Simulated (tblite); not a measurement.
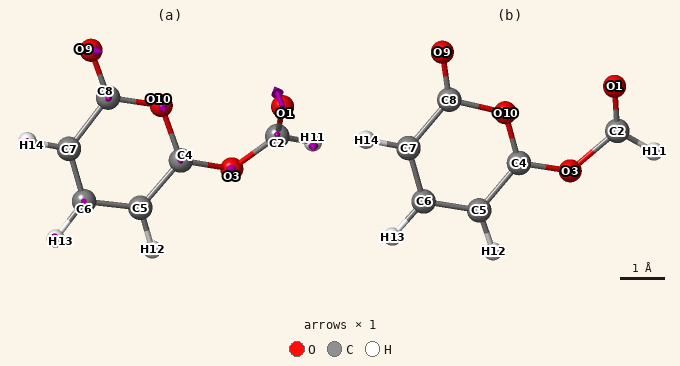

The structure of C6H4O4 (charge +1, multiplicity 2) before (left) and after (right) a relaxation, at one scale. The purple arrows give the displacements, at their true length.

A ball-and-stick model, seen at a tilt.

All numbers below come from GFN2-xTB geometry optimisation, gas phase (tblite). 

Q: Summarise the run.

A: O1 moves most after the best rigid fit: 0.69 Å. By element the largest moves are O 0.69 Å, H 0.27 Å, C 0.13 Å. Near-neighbour distances that change, for instance: C4–O10 1.408 → 1.293 Å, O3–C4 1.401 → 1.305 Å, C8–O10 1.358 → 1.435 Å, C2–O3 1.351 → 1.424 Å. Bond angles that change, for instance: C2–O3–C4 114.1° → 124.4°, C7–C8–O9 119.2° → 128.7°, O1–C2–H11 122.6° → 130.4°. Groups turn about O3–C4 by about 25°. After 56 geometry steps the energy has fallen by 20.2 kcal/mol.
